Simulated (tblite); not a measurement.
# Geometry relaxation, with input and output: CO

The run: geometry relaxation of CO. Method and program: GFN2-xTB geometry optimisation, gas phase (tblite 0.8.0).

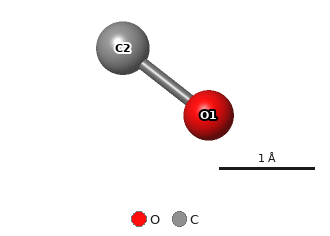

*The structure as given in the input (ball-and-stick view, seen at an oblique angle; atoms are numbered from 1 in the order of the input).*

Bond lengths as drawn: C–O 1.18 Å.

**Key numbers**

```csv
quantity,value
outcome,converged
total energy,−166.5840 eV
hardware,"1 CPU thread, shared host"
peak memory,0.39 GiB
```

**Input file**
```
{"job": {"kind": "relax", "xc": "GFN2-xTB", "basis": "xTB"}, "charge": 0, "multiplicity": 1}
O     -0.675300     1.135200     0.004200
C     -0.421600    -0.012400    -0.032600
```

The first line tells a small driver script what to run in tblite; the rest is the geometry in Å.

Launch command:
```bash
OMP_NUM_THREADS=1 python <driver script> task.json out
```

**Log**
```
step      E/eV     max force
  0    -166.45290    5.100
  1    -165.83638   17.318
  2    -166.56975    1.819
  3    -166.58266    0.579
  4    -166.58403    0.034
  5    -166.58403    0.001
```

**Trajectory as extended XYZ (Å, eV, eV/Å), 6 frames, from step=0 to step=5**
```
2
Properties=species:S:1:pos:R:3:forces:R:3 step=0 energy=-166.45290
O    -0.6753    1.1352    0.0042    1.1000  -4.9770  -0.1600
C    -0.4216   -0.0124   -0.0326   -1.1000   4.9770   0.1600
2
Properties=species:S:1:pos:R:3:forces:R:3 step=1 energy=-165.83638
O    -0.6596    1.0641    0.0019   -3.7360  16.9020   0.5420
C    -0.4373    0.0587   -0.0303    3.7360 -16.9020  -0.5420
2
Properties=species:S:1:pos:R:3:forces:R:3 step=2 energy=-166.56975
O    -0.6717    1.1191    0.0037    0.3920  -1.7750  -0.0570
C    -0.4252    0.0038   -0.0321   -0.3920   1.7750   0.0570
2
Properties=species:S:1:pos:R:3:forces:R:3 step=3 energy=-166.58266
O    -0.6706    1.1138    0.0035    0.1250  -0.5650  -0.0180
C    -0.4263    0.0090   -0.0319   -0.1250   0.5650   0.0180
2
Properties=species:S:1:pos:R:3:forces:R:3 step=4 energy=-166.58403
O    -0.6700    1.1114    0.0035   -0.0070   0.0330   0.0010
C    -0.4269    0.0115   -0.0318    0.0070  -0.0330  -0.0010
2
Properties=species:S:1:pos:R:3:forces:R:3 step=5 energy=-166.58403
O    -0.6700    1.1115    0.0035    0.0000  -0.0010   0.0000
C    -0.4268    0.0113   -0.0318    0.0000   0.0010   0.0000
```

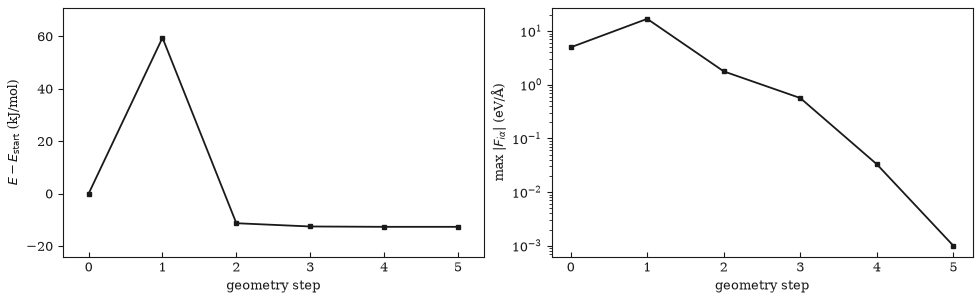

*Progress of the relaxation, step by step (steps are counted from 0).*

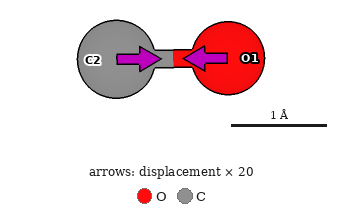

*The starting structure with the displacements as pink arrows, magnified 20 times (ball-and-stick view, seen at a tilt). The two geometries are laid on each other by the best rigid fit.*

After 5 geometry steps the energy has fallen by 12.7 kJ/mol. Largest force component: 5 eV/Å at the start, 0.001 eV/Å at the end. The largest moves after the best rigid fit, 0.024 Å, are those of O1 and C2. Largest moves by element: C 0.024 Å, O 0.024 Å. Among the contacts that change: O1–C2 1.176 → 1.127 Å. (Atoms are counted from 1 in the order of the input.)
